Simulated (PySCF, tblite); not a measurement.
# C₄H₆Si: vibronic structure

Wanted: vibronic structure for C₄H₆Si (`C1=C[SiH2]C=C1`).

Programs: tblite 0.8.0 and PySCF 2.14.0, with routines of our own; each step states its level. All values are computed. Atoms count from 0.

## 1. The system as given

11 atoms, charge 0, multiplicity 1; geometry from: force field or distance geometry start.

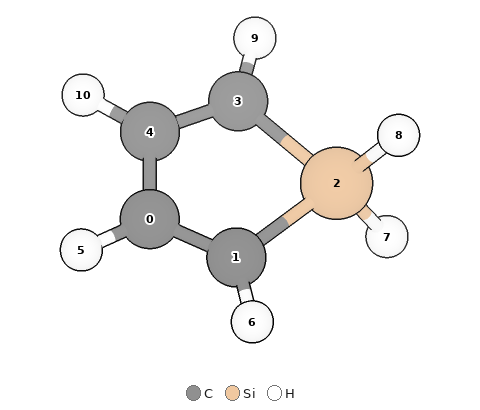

The starting geometry (carbon grey, silicon light orange, hydrogen white).

## 2. Geometry optimisation with GFN2-xTB

The job: settings as JSON, then the geometry in Å.

```
{"job": {"kind": "relax", "xc": "GFN2-xTB", "basis": "xTB"}, "charge": 0, "multiplicity": 1}
C     -1.049900     0.784100    -0.371900
C      0.192800     1.261000    -0.271200
Si     1.398500    -0.102500     0.267500
C     -0.085600    -1.257400     0.271200
C     -1.218000    -0.627600    -0.060300
H     -1.912300     1.393000    -0.664000
H      0.532200     2.269400    -0.443500
H      1.950700     0.134700     1.624400
H      2.372100    -0.439800    -0.797300
H      0.014900    -2.307000     0.546200
H     -2.190100    -1.105300    -0.127000
```

Run with:

```console
OMP_NUM_THREADS=1 python excited_run.py task.json out
```

One launch serves the whole session: the jobs run in the order shown.

Output:

```text
step      E/eV     max force
  0    -361.16164    0.843
  1    -361.18568    0.572
  2    -361.20301    0.472
  3    -361.22701    0.370
  4    -361.23777    0.238
  5    -361.24407    0.236
  6    -361.24757    0.166
  7    -361.24963    0.120
  8    -361.25074    0.081
  9    -361.25125    0.048
 10    -361.25150    0.037
 11    -361.25169    0.032
 12    -361.25189    0.039
 13    -361.25204    0.041
 14    -361.25212    0.025
 15    -361.25218    0.022
 16    -361.25225    0.028
 17    -361.25231    0.024
 18    -361.25235    0.013
 19    -361.25235    0.005
```

Wall time 0.13 s (1 thread of Arm Neoverse N1, shared host).

Relaxation path:

```
step  energy from step 0 (eV)  largest force (eV/Å)
   0                   0.0000                0.8435
   1                  -0.0240                0.5717
   2                  -0.0414                0.4723
   3                  -0.0654                0.3696
   4                  -0.0761                0.2379
   5                  -0.0824                0.2357
   6                  -0.0859                0.1656
   7                  -0.0880                0.1197
   8                  -0.0891                0.0808
   9                  -0.0896                0.0480
  10                  -0.0899                0.0366
  11                  -0.0901                0.0321
  12                  -0.0903                0.0387
  13                  -0.0904                0.0406
  14                  -0.0905                0.0246
  15                  -0.0905                0.0221
  16                  -0.0906                0.0283
  17                  -0.0907                0.0241
  18                  -0.0907                0.0133
  19                  -0.0907                0.0050
```

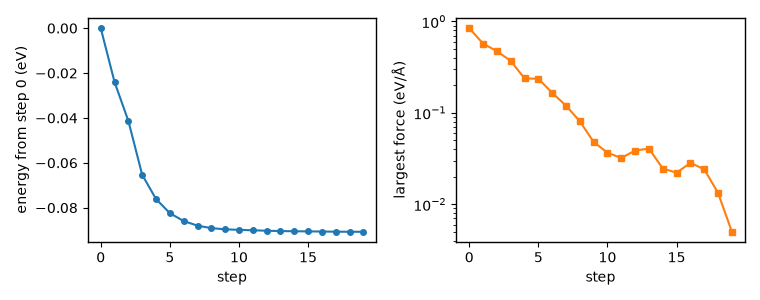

Energy and largest force along the relaxation.

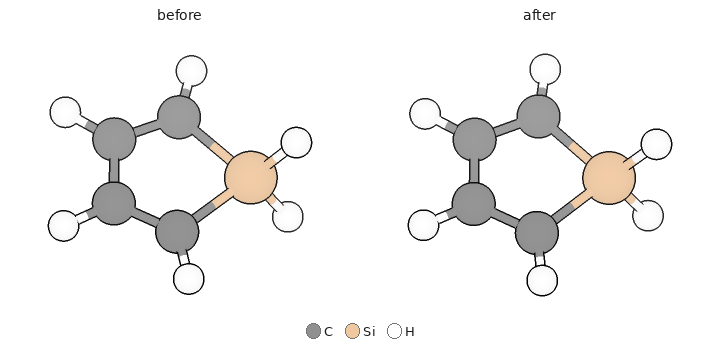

The geometry before (left) and after (right).

Distances of close pairs at the start and the end, largest changes first:

```
  bond  before (Å)  after (Å)  change (Å)
Si2–H7       1.484      1.464      -0.020
Si2–H8       1.482      1.464      -0.018
 C0–H5       1.095      1.082      -0.014
 C3–H9       1.090      1.077      -0.012
C1–Si2       1.898      1.887      -0.011
Si2–C3       1.881      1.887      +0.006
C4–H10       1.085      1.082      -0.003
 C0–C1       1.335      1.338      +0.003
```

The final coordinates are the input of the step that follows.

## 3. Harmonic vibrations with GFN2-xTB

The job: settings as JSON, then the geometry in Å.

```
{"job": {"kind": "ir", "xc": "GFN2-xTB", "basis": "xTB"}, "charge": 0, "multiplicity": 1}
C     -1.026515     0.786195    -0.367752
C      0.213973     1.277436    -0.266473
Si     1.391336    -0.098263     0.264105
C     -0.073783    -1.286896     0.288396
C     -1.185258    -0.629079    -0.061329
H     -1.891228     1.369123    -0.655604
H      0.442303     2.310260    -0.470601
H      1.985309     0.121244     1.583786
H      2.394395    -0.430636    -0.748834
H     -0.079149    -2.335658     0.534501
H     -2.165959    -1.081057    -0.126158
```

Output:

```text
mode    cm-1     km/mol
  1     229.9      0.64
  2     368.0      0.00
  3     477.1     67.46
  4     477.2     16.42
  5     538.1      0.00
  6     602.0    112.26
  7     648.8      0.93
  8     723.3    105.62
  9     743.9    117.56
 10     780.2      0.01
 11     788.9    120.21
 12     828.1     82.06
 13     912.0      0.00
 14     918.0      0.29
 15    1003.3      8.34
 16    1112.6      6.03
 17    1122.8      0.29
 18    1265.2      0.03
 19    1331.4      0.78
 20    1549.5     12.05
 21    1616.5      2.64
 22    2246.3    487.43
 23    2248.6    174.41
 24    3046.1     20.05
 25    3056.3     99.39
 26    3097.0      7.74
 27    3097.4     89.97
```

Wall time 0.35 s (1 thread of Arm Neoverse N1, shared host).

Which atoms move in the most intense modes:

```
cm⁻¹  km/mol                                atoms
 602   112.3           H7 39 %, H8 38 %, Si2 10 %
 723   105.6  H9 23 %, H6 23 %, H10 18 %, H5 18 %
 744   117.6   H7 38 %, H8 38 %, C3 10 %, C1 10 %
 789   120.2           Si2 22 %, C1 20 %, C3 20 %
2246   487.4                     H8 57 %, H7 39 %
2249   174.4                     H7 58 %, H8 40 %
3056    99.4                    H10 47 %, H5 41 %
3097    90.0                     H9 67 %, H6 23 %
```

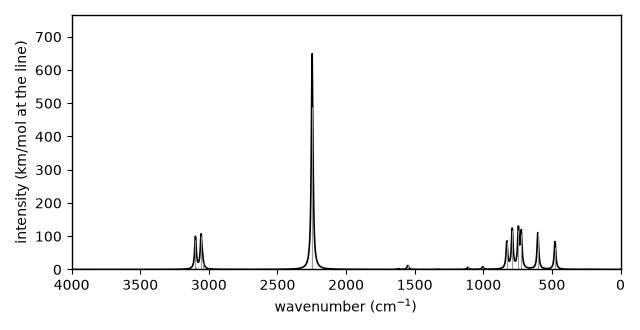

The infrared spectrum from these modes, unscaled. Lines are broadened to a width of 14 cm⁻¹ (Lorentzian).

## 4. Vibronic structure: TDDFT PBE/cc-pVDZ

The job, as its differences from that of step 3:

```diff
@@ -1,2 +1,2 @@
-{"job": {"kind": "ir", "xc": "GFN2-xTB", "basis": "xTB"}, "charge": 0, "multiplicity": 1}
+{"job": {"kind": "vib", "xc": "PBE", "basis": "cc-pVDZ", "tda": false}, "charge": 0, "multiplicity": 1}
 C     -1.026515     0.786195    -0.367752
```

Level: TDDFT PBE/cc-pVDZ vertical-gradient vibronic structure (displaced harmonic oscillators, Condon), gas phase.

Output:

```text
final grid: 41968 points
cycle   1  E = -445.0413620949  dE =  5.246e-01  |g| = 5.072e-01  |ddm| = 6.872e+00
cycle   2  E = -444.9156766884  dE =  1.257e-01  |g| = 8.238e-01  |ddm| = 2.542e+00
cycle   3  E = -445.1171196512  dE = -2.014e-01  |g| = 5.970e-02  |ddm| = 1.516e+00
cycle   4  E = -445.1177470076  dE = -6.274e-04  |g| = 4.632e-02  |ddm| = 1.604e-01
cycle   5  E = -445.1182666199  dE = -5.196e-04  |g| = 1.572e-02  |ddm| = 8.268e-02
cycle   6  E = -445.1183486473  dE = -8.203e-05  |g| = 1.038e-03  |ddm| = 2.664e-02
cycle   7  E = -445.1183489838  dE = -3.365e-07  |g| = 3.333e-04  |ddm| = 4.677e-03
cycle   8  E = -445.1183490221  dE = -3.828e-08  |g| = 6.407e-05  |ddm| = 1.201e-03
cycle   9  E = -445.1183490233  dE = -1.215e-09  |g| = 3.852e-05  |ddm| = 1.850e-04
cycle  10  E = -445.1183490237  dE = -3.715e-10  |g| = 1.685e-05  |ddm| = 7.959e-05
converged SCF energy = -445.1183490237

Singlet excitations (eV, f): 4.242 (0.0490)  5.227 (0.0000)  5.664 (0.0069)  5.891 (0.0023)  5.986 (0.0445)  6.504 (0.0000)

State S1  4.2417 eV  f = 0.04902  H->L 0.96
  relaxed dipole 1.375 D, largest gradient of the excitation energy 0.0799 Eh/bohr
  mode    cm-1        S   lambda/meV  Raman
   20   1549.5    1.6558     318.1   1.000
    4    477.2    3.0167     178.5   0.173
   11    788.9    0.4594      44.9   0.072
   15   1003.3    0.1860      23.1   0.047
    9    743.9    0.1578      14.6   0.022
   23   2248.6    0.0281       7.8   0.036
   16   1112.6    0.0321       4.4   0.010
  reorganisation energy 0.5926 eV, total S 5.540, 0-0 3.6491 eV
  absorption maximum 4.147 eV, width 0.660 eV

State S5  5.9859 eV  f = 0.04447  H-3->L 0.75, H->L+2 0.24
  relaxed dipole 0.669 D, largest gradient of the excitation energy 0.0671 Eh/bohr
  mode    cm-1        S   lambda/meV  Raman
   20   1549.5    1.0004     192.2   1.000
    9    743.9    0.6274      57.9   0.145
   11    788.9    0.5288      51.7   0.137
   15   1003.3    0.1839      22.9   0.077
   23   2248.6    0.0631      17.6   0.133
   19   1331.4    0.0933      15.4   0.069
    4    477.2    0.0409       2.4   0.004
  reorganisation energy 0.3639 eV, total S 2.549, 0-0 5.6220 eV
  absorption maximum 5.814 eV, width 0.500 eV

State T1  2.6692 eV  f = 0.00000  H->L 0.99
  relaxed dipole 0.744 D, largest gradient of the excitation energy 0.0915 Eh/bohr
  mode    cm-1        S   lambda/meV  Raman
   20   1549.5    2.4797     476.4   1.000
    4    477.2    1.7206     101.8   0.066
   15   1003.3    0.3242      40.3   0.055
   11    788.9    0.1357      13.3   0.014
   16   1112.6    0.0857      11.8   0.018
   19   1331.4    0.0326       5.4   0.010
    9    743.9    0.0079       0.7   0.001
  reorganisation energy 0.6524 eV, total S 4.795, 0-0 2.0168 eV
  absorption maximum 2.649 eV, width 0.776 eV
```

Wall time 27 s (1 thread of Arm Neoverse N1, shared host); peak memory 0.5 GiB.

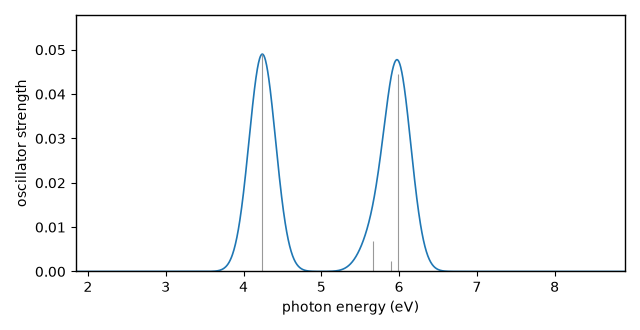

Absorption lines of the singlets. Lines are broadened to a width of 0.40 eV (Gaussian).

The fields below are evaluated on a grid from the run's orbitals.

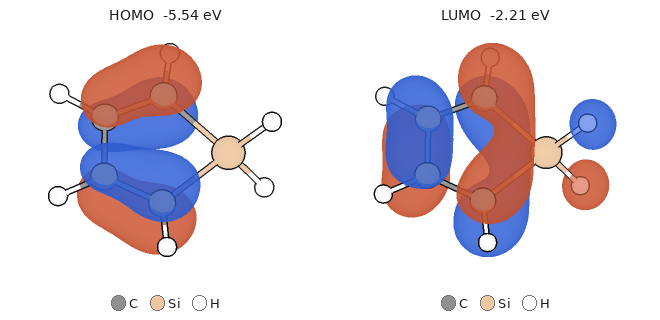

PBE/cc-pVDZ orbitals near the gap, drawn at the value that encloses 70 % of each; the two colours are the two signs.

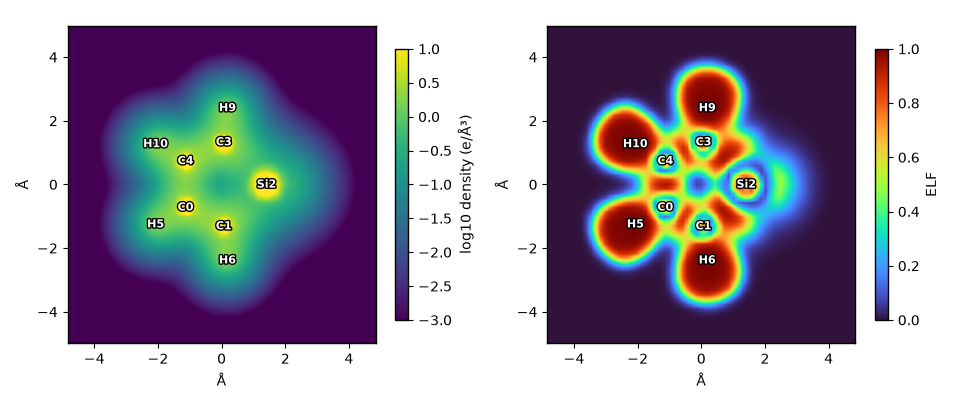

Density (left) and ELF (right) in a plane through or near 9 of the atoms.

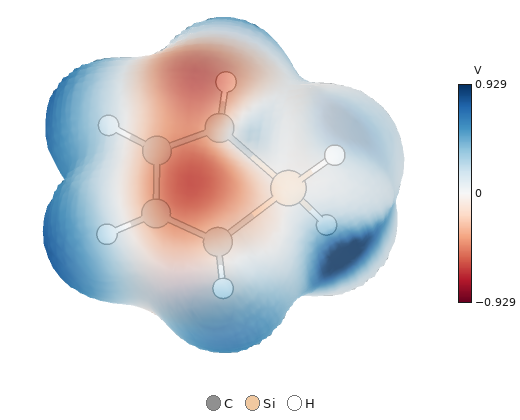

The potential that a unit positive charge feels on the 0.002 e/bohr³ surface, from the 1st to the 99th percentile, from -0.58 V near C1 to 0.93 V near Si2.

## 5. Vibronic structure: TDDFT BP86/cc-pVDZ

The job, as its differences from that of step 4:

```diff
@@ -1,2 +1,2 @@
-{"job": {"kind": "vib", "xc": "PBE", "basis": "cc-pVDZ", "tda": false}, "charge": 0, "multiplicity": 1}
+{"job": {"kind": "vib", "xc": "BP86", "basis": "cc-pVDZ", "tda": false, "temperature": 200, "grid": 2}, "charge": 0, "multiplicity": 1}
 C     -1.026515     0.786195    -0.367752
```

With the program's defaults for keys left out, this is: TDDFT BP86/cc-pVDZ vertical-gradient vibronic structure (displaced harmonic oscillators, Condon), gas phase.

Output:

```text
coarse grid: 9688 points
cycle   1  E = -445.4084176425  dE =  5.286e-01  |g| = 5.103e-01  |ddm| = 6.884e+00
cycle   2  E = -445.2842086983  dE =  1.242e-01  |g| = 8.239e-01  |ddm| = 2.525e+00
cycle   3  E = -445.4845246900  dE = -2.003e-01  |g| = 6.069e-02  |ddm| = 1.498e+00
cycle   4  E = -445.4851487615  dE = -6.241e-04  |g| = 4.735e-02  |ddm| = 1.633e-01
cycle   5  E = -445.4857020979  dE = -5.533e-04  |g| = 1.546e-02  |ddm| = 8.409e-02
cycle   6  E = -445.4857817698  dE = -7.967e-05  |g| = 1.145e-03  |ddm| = 2.616e-02
cycle   7  E = -445.4857821233  dE = -3.535e-07  |g| = 5.391e-04  |ddm| = 4.985e-03
final grid: 88992 points
cycle   8  E = -445.5024453115  dE = -1.664e-05  |g| = 5.443e-03  |ddm| = 5.301e-02
cycle   9  E = -445.5024263646  dE =  1.895e-05  |g| = 9.467e-03  |ddm| = 2.640e-02
cycle  10  E = -445.5024520492  dE = -2.568e-05  |g| = 2.355e-03  |ddm| = 1.787e-02
cycle  11  E = -445.5024537794  dE = -1.730e-06  |g| = 3.496e-04  |ddm| = 3.815e-03
cycle  12  E = -445.5024538200  dE = -4.057e-08  |g| = 9.089e-05  |ddm| = 7.639e-04
cycle  13  E = -445.5024538220  dE = -2.054e-09  |g| = 4.597e-05  |ddm| = 1.852e-04
cycle  14  E = -445.5024538226  dE = -5.907e-10  |g| = 2.414e-06  |ddm| = 6.703e-05
converged SCF energy = -445.5024538226

Singlet excitations (eV, f): 4.229 (0.0496)  5.233 (0.0000)  5.678 (0.0068)  5.903 (0.0025)  5.990 (0.0437)  6.517 (0.0000)

State S1  4.2290 eV  f = 0.04965  H->L 0.97
  relaxed dipole 1.367 D, largest gradient of the excitation energy 0.0798 Eh/bohr
  mode    cm-1        S   lambda/meV  Raman
   20   1549.5    1.6529     317.5   1.000
    4    477.2    2.9941     177.1   0.172
   11    788.9    0.4585      44.8   0.072
   15   1003.3    0.1857      23.1   0.047
    9    743.9    0.1585      14.6   0.022
   23   2248.6    0.0280       7.8   0.036
   16   1112.6    0.0313       4.3   0.010
  reorganisation energy 0.5905 eV, total S 5.513, 0-0 3.6385 eV
  absorption maximum 4.136 eV, width 0.656 eV

State S5  5.9899 eV  f = 0.04372  H-3->L 0.74, H->L+2 0.25
  relaxed dipole 0.629 D, largest gradient of the excitation energy 0.0675 Eh/bohr
  mode    cm-1        S   lambda/meV  Raman
   20   1549.5    1.0091     193.9   1.000
    9    743.9    0.5920      54.6   0.135
   11    788.9    0.5110      50.0   0.131
   15   1003.3    0.1919      23.9   0.080
   23   2248.6    0.0602      16.8   0.126
   19   1331.4    0.0977      16.1   0.071
    4    477.2    0.0456       2.7   0.004
  reorganisation energy 0.3618 eV, total S 2.519, 0-0 5.6281 eV
  absorption maximum 5.820 eV, width 0.500 eV

State T1  2.6615 eV  f = 0.00000  H->L 0.99
  relaxed dipole 0.741 D, largest gradient of the excitation energy 0.0912 Eh/bohr
  mode    cm-1        S   lambda/meV  Raman
   20   1549.5    2.4693     474.4   1.000
    4    477.2    1.7099     101.2   0.066
   15   1003.3    0.3220      40.1   0.055
   11    788.9    0.1370      13.4   0.014
   16   1112.6    0.0841      11.6   0.018
   19   1331.4    0.0324       5.4   0.010
    9    743.9    0.0082       0.8   0.001
  reorganisation energy 0.6494 eV, total S 4.772, 0-0 2.0121 eV
  absorption maximum 2.644 eV, width 0.774 eV
```

It took 37 s on 1 thread of Arm Neoverse N1, shared host; peak memory 0.53 GiB.

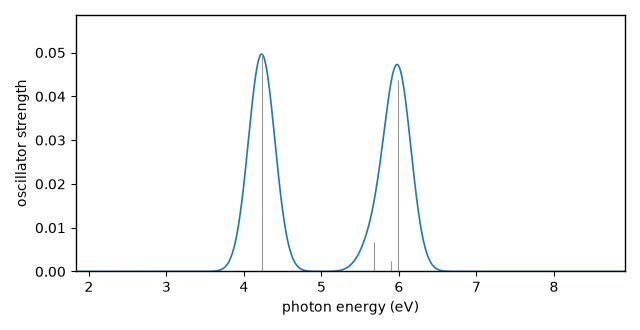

Absorption lines of the singlets. Lines are broadened to a width of 0.40 eV (Gaussian).

## 6. Vibronic structure: TDDFT B97-D/6-311G*

The job, as its differences from that of step 5:

```diff
@@ -1,2 +1,2 @@
-{"job": {"kind": "vib", "xc": "BP86", "basis": "cc-pVDZ", "tda": false, "temperature": 200, "grid": 2}, "charge": 0, "multiplicity": 1}
+{"job": {"kind": "vib", "xc": "B97-D", "basis": "6-311G*", "tda": false, "nstates": 10}, "charge": 0, "multiplicity": 1}
 C     -1.026515     0.786195    -0.367752
```

Level: TDDFT B97-D/6-311G* vertical-gradient vibronic structure (displaced harmonic oscillators, Condon), gas phase.

Output:

```text
final grid: 41968 points
cycle   1  E = -445.2996235373  dE =  4.833e-01  |g| = 5.348e-01  |ddm| = 2.815e+00
cycle   2  E = -445.1787746434  dE =  1.208e-01  |g| = 8.380e-01  |ddm| = 1.280e+00
cycle   3  E = -445.3788534101  dE = -2.001e-01  |g| = 5.758e-02  |ddm| = 9.200e-01
cycle   4  E = -445.3793667319  dE = -5.133e-04  |g| = 4.529e-02  |ddm| = 1.012e-01
cycle   5  E = -445.3798025494  dE = -4.358e-04  |g| = 2.014e-02  |ddm| = 4.942e-02
cycle   6  E = -445.3799278645  dE = -1.253e-04  |g| = 1.544e-03  |ddm| = 2.115e-02
cycle   7  E = -445.3799284536  dE = -5.891e-07  |g| = 3.813e-04  |ddm| = 2.119e-03
cycle   8  E = -445.3799284920  dE = -3.839e-08  |g| = 8.723e-05  |ddm| = 6.021e-04
cycle   9  E = -445.3799284929  dE = -9.416e-10  |g| = 8.034e-05  |ddm| = 1.650e-04
cycle  10  E = -445.3799284948  dE = -1.886e-09  |g| = 1.464e-05  |ddm| = 7.727e-05
cycle  11  E = -445.3799284949  dE = -6.969e-11  |g| = 1.660e-06  |ddm| = 1.602e-05
converged SCF energy = -445.3799284949

Singlet excitations (eV, f): 4.178 (0.0572)  5.297 (0.0000)  5.632 (0.0068)  5.789 (0.0036)  6.033 (0.0408)  6.210 (0.0000)  6.657 (0.0000)  6.992 (0.0445)  7.215 (0.0075)  7.394 (0.0000)

State S1  4.1784 eV  f = 0.05716  H->L 0.97
  relaxed dipole 1.388 D, largest gradient of the excitation energy 0.0808 Eh/bohr
  mode    cm-1        S   lambda/meV  Raman
   20   1549.5    1.6972     326.0   1.000
    4    477.2    3.0280     179.1   0.169
   11    788.9    0.4704      46.0   0.072
   15   1003.3    0.1910      23.8   0.047
    9    743.9    0.1863      17.2   0.025
   23   2248.6    0.0212       5.9   0.026
   16   1112.6    0.0335       4.6   0.010
  reorganisation energy 0.6041 eV, total S 5.632, 0-0 3.5744 eV
  absorption maximum 4.134 eV, width 0.666 eV

State S5  6.0330 eV  f = 0.04082  H-3->L 0.73, H->L+3 0.26
  relaxed dipole 0.441 D, largest gradient of the excitation energy 0.0703 Eh/bohr
  mode    cm-1        S   lambda/meV  Raman
   20   1549.5    1.0870     208.8   1.000
   11    788.9    0.4568      44.7   0.109
    9    743.9    0.4611      42.5   0.098
   15   1003.3    0.2273      28.3   0.088
   19   1331.4    0.1167      19.3   0.079
   23   2248.6    0.0479      13.3   0.093
    4    477.2    0.0777       4.6   0.007
   25   3056.3    0.0053       2.0   0.019
  reorganisation energy 0.3658 eV, total S 2.487, 0-0 5.6672 eV
  absorption maximum 5.859 eV, width 0.502 eV

State S8  6.9925 eV  f = 0.04447  H-4->L 0.68, H->L+3 0.19
  relaxed dipole 2.543 D, largest gradient of the excitation energy 0.0556 Eh/bohr
  mode    cm-1        S   lambda/meV  Raman
    9    743.9    4.2541     392.4   1.000
   11    788.9    1.4864     145.4   0.393
   20   1549.5    0.7443     143.0   0.759
   23   2248.6    0.2851      79.5   0.612
    4    477.2    0.2025      12.0   0.020
   19   1331.4    0.0143       2.4   0.011
   16   1112.6    0.0085       1.2   0.004
  reorganisation energy 0.7781 eV, total S 7.003, 0-0 6.2144 eV
  absorption maximum 6.872 eV, width 0.678 eV

State T1  2.6113 eV  f = 0.00000  H->L 0.98
  relaxed dipole 0.749 D, largest gradient of the excitation energy 0.0929 Eh/bohr
  mode    cm-1        S   lambda/meV  Raman
   20   1549.5    2.5697     493.7   1.000
    4    477.2    1.6920     100.1   0.062
   15   1003.3    0.3320      41.3   0.054
   11    788.9    0.1556      15.2   0.016
   16   1112.6    0.0840      11.6   0.017
   19   1331.4    0.0346       5.7   0.010
    9    743.9    0.0079       0.7   0.001
  reorganisation energy 0.6710 eV, total S 4.884, 0-0 1.9403 eV
  absorption maximum 2.572 eV, width 0.778 eV
```

It took 29 s on 1 thread of Arm Neoverse N1, shared host; peak memory 0.55 GiB.

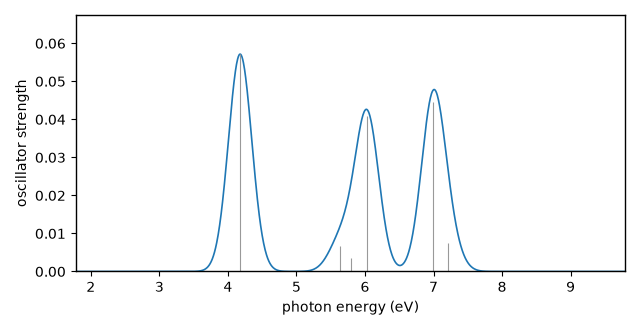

Absorption lines of the singlets. Lines are broadened to a width of 0.40 eV (Gaussian).

## 7. Outcome

| quantity | value |
| --- | --- |
| strongest single infrared mode (GFN2-xTB) | 2246 cm⁻¹, 487 km/mol |
| zero-point energy (GFN2-xTB) | 49.8 kcal/mol |
| S1: vertical, reorganisation, 0-0, total S (step 4, TDDFT PBE/cc-pVDZ, modes from GFN2-xTB) | 4.24, 0.59, 3.65 eV; 5.5 |
| S5: vertical, reorganisation, 0-0, total S (step 4, TDDFT PBE/cc-pVDZ, modes from GFN2-xTB) | 5.99, 0.36, 5.62 eV; 2.5 |
| T1: vertical, reorganisation, 0-0, total S (step 4, TDA PBE/cc-pVDZ, modes from GFN2-xTB) | 2.67, 0.65, 2.02 eV; 4.8 |
| surface potential, 1st and 99th percentile | -0.58 V and 0.93 V |
| S1: vertical, reorganisation, 0-0, total S (step 5, TDDFT BP86/cc-pVDZ, modes from GFN2-xTB) | 4.23, 0.59, 3.64 eV; 5.5 |
| S5: vertical, reorganisation, 0-0, total S (step 5, TDDFT BP86/cc-pVDZ, modes from GFN2-xTB) | 5.99, 0.36, 5.63 eV; 2.5 |
| T1: vertical, reorganisation, 0-0, total S (step 5, TDA BP86/cc-pVDZ, modes from GFN2-xTB) | 2.66, 0.65, 2.01 eV; 4.8 |
| S1: vertical, reorganisation, 0-0, total S (step 6, TDDFT B97-D/6-311G*, modes from GFN2-xTB) | 4.18, 0.60, 3.57 eV; 5.6 |
| S5: vertical, reorganisation, 0-0, total S (step 6, TDDFT B97-D/6-311G*, modes from GFN2-xTB) | 6.03, 0.37, 5.67 eV; 2.5 |
| S8: vertical, reorganisation, 0-0, total S (step 6, TDDFT B97-D/6-311G*, modes from GFN2-xTB) | 6.99, 0.78, 6.21 eV; 7.0 |

What this shows: No mode is imaginary among the 27: a minimum at this level. GFN2-xTB is a fitted tight-binding method: band positions and strengths are rough. Its intensities can rank the bands wrongly. The vibronic model keeps the ground-state modes (from xTB) and shifts them along the gradient alone, so it can miss much of the relaxation that a full optimisation finds. By nearest atom (PBE/cc-pVDZ), the HOMO sits on C1, C3 about 29 % each; C0, C4 about 14 % each and the LUMO on C1, C3 about 21 % each; C0, C4 about 15 % each.
